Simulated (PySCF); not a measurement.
Vertical excitations of a molecule C2H4BFO2 from TDDFT-PBE/def2-SVPD in PySCF, as energy in eV (oscillator strength): 3.15 (0.000), 5.61 (0.013), 5.90 (0.000), 6.22 (0.026), 6.58 (0.006), 6.60 (0.005), 7.10 (0.001), 7.13 (0.094), 7.18 (0.000), 7.27 (0.099). Lowest triplet (TDA): 2.48 eV. Geometry optimised at B3LYP-D3(BJ)/def2-SVP. Other conformers were not sampled.

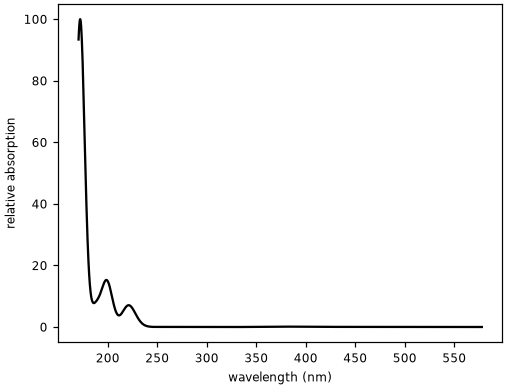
The lines broadened by 0.4 eV.

Problem. Pick the molecule that these values belong to.
(A) COB(F)C=O
(B) C=C(F)B(O)O
(C) O=CB(F)CO
(D) CC(=O)B(O)F

Solution. D, CC(=O)B(O)F
